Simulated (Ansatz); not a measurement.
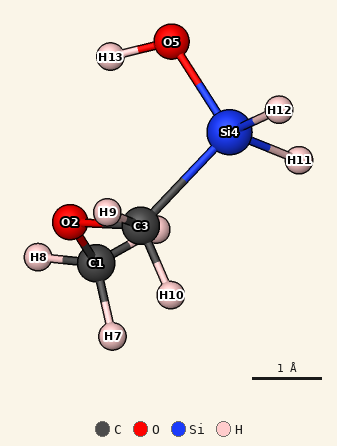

Figure 1. The structure as given in the input (ball-and-stick view, seen at a tilt; atoms are numbered from 1 in the order of the input). Bond lengths as drawn: C–H 1.09 to 1.10 Å, C–O 1.40 to 1.42 Å, C–Si 1.90 Å, H–O 0.96 Å, H–Si 1.49 Å and O–Si 1.65 Å.

## What a change does: single-point calculation on C2H8O2Si

System: C2H8O2Si.
Method of run A: RKS B2PLYP (frozen core)/def2-TZVPP (Ansatz 0.2.0).

The geometry comes from this level: PBE0-D4/def2-TZVP. Text and figures count atoms from 1; the logs count them from 0 in places.

### The input, run A
```yaml
crystal:
  periodic: [false, false, false]
  atoms:
    - {symbol: C, position_ang: [-1.275265, -0.830192, 0.931712]}
    - {symbol: O, position_ang: [-0.325472, 0.167143, 1.202808]}
    - {symbol: C, position_ang: [0.913849, -0.059254, 0.542659]}
    - {symbol: Si, position_ang: [0.809645, 0.481835, -1.274023]}
    - {symbol: O, position_ang: [-0.115535, 1.844803, -1.291679]}
    - {symbol: H, position_ang: [-1.511156, -0.899471, -0.139137]}
    - {symbol: H, position_ang: [-0.923803, -1.814493, 1.269239]}
    - {symbol: H, position_ang: [-2.183642, -0.571697, 1.476183]}
    - {symbol: H, position_ang: [1.649477, 0.570123, 1.052959]}
    - {symbol: H, position_ang: [1.242307, -1.100881, 0.669821]}
    - {symbol: H, position_ang: [0.204609, -0.569819, -2.138374]}
    - {symbol: H, position_ang: [2.164578, 0.788253, -1.801070]}
    - {symbol: H, position_ang: [-0.628992, 1.958850, -0.486497]}
basis:
  gaussian: {orbitals: def2-TZVPP}
hamiltonian: {xc: {name: B2PLYP}}
```

Launched with:
```bash
ansatz run in.yaml --threads 4 --pin off --events-out ev --progress --plain --max-ram 10444MiB
```

Hardware: 4 threads of Arm Neoverse V2, 23 GiB of memory available, shared host.

### Output (run A)
```
Functional definition: B2PLYP
  parameter a = 0.53
  parameter c = 0.27
  exchange = (1 - a)*b88_x + a*exact_x
  correlation = (1 - c)*lyp_c + c*(mp2_os + mp2_ss)
1640 factors; integrals over basis functions are off by at most 1.2e-3 eV
mean field evaluation 1: about -14157.1027 eV, gradient 5.7e1 eV
mean field evaluation 2: about -14157.2783 eV, gradient 5.7e1 eV
mean field evaluation 4: about -14163.1488 eV, gradient 6.6e0 eV
mean field evaluation 8: about -14163.2387 eV, gradient 4.3e-1 eV
mean field evaluation 16: about -14163.2391 eV, gradient 1.6e-4 eV
mean field -14163.23906064 eV, -520.4894352902 hartree, gradient 9.9e-6 eV, S^2 0.000000; 0 other end points of the search recorded, 0 dependent functions left out
9 core orbitals not correlated: weight in the atoms' cores, before any rotation towards them, 1.000 or more for the frozen orbitals, at most 0.000 for the correlated occupied ones
reference -14163.23924228 eV, -520.4894419653 hartree; 16, 16 occupied and 253, 253 virtual orbitals, 1640 factors
second order -31.30174595 eV of doubles, -0.00000000 eV of singles
Total energy: -14171.69071368 eV, -520.8000278109 hartree
```

For run B the input was changed thus:
```diff
-hamiltonian: {xc: {name: B2PLYP}}
+hamiltonian: {xc: {name: PBE-QIDH}}
```

Predict how the results change.

The total energies belong to different methods, so their difference says nothing on which is more stable or more accurate. The functional changes from B2PLYP to PBE-QIDH.

### Output (run B)
```
Functional definition: PBE-QIDH
  parameter a = 3^(-1/3)
  parameter c = 1/3
  exchange = (1 - a)*pbe_x + a*exact_x
  correlation = (1 - c)*pbe_c + c*(mp2_os + mp2_ss)
1640 factors; integrals over basis functions are off by at most 1.2e-3 eV
mean field evaluation 1: about -14151.7065 eV, gradient 4.9e1 eV
mean field evaluation 2: about -14151.9385 eV, gradient 4.9e1 eV
mean field evaluation 4: about -14156.4154 eV, gradient 4.7e0 eV
mean field evaluation 8: about -14156.4693 eV, gradient 3.6e-1 eV
mean field evaluation 16: about -14156.4696 eV, gradient 1.9e-4 eV
mean field -14156.46957440 eV, -520.2406612597 hartree, gradient 4.1e-6 eV, S^2 0.000000; 0 other end points of the search recorded, 0 dependent functions left out
9 core orbitals not correlated: weight in the atoms' cores, before any rotation towards them, 1.000 or more for the frozen orbitals, at most 0.000 for the correlated occupied ones
reference -14156.46958779 eV, -520.2406617514 hartree; 16, 16 occupied and 253, 253 virtual orbitals, 1640 factors
second order -29.12824927 eV of doubles, -0.00000000 eV of singles
Total energy: -14166.17900421 eV, -520.5974762237 hartree
```

### The two runs side by side

| quantity | run A | run B |
| --- | --- | --- |
| outcome | converged | converged |
| total energy (hartree) | −520.800028 | −520.597476 |
| basis functions | 278 | 278 |
| wall time (shared host) | 5.5 s | 5.5 s |
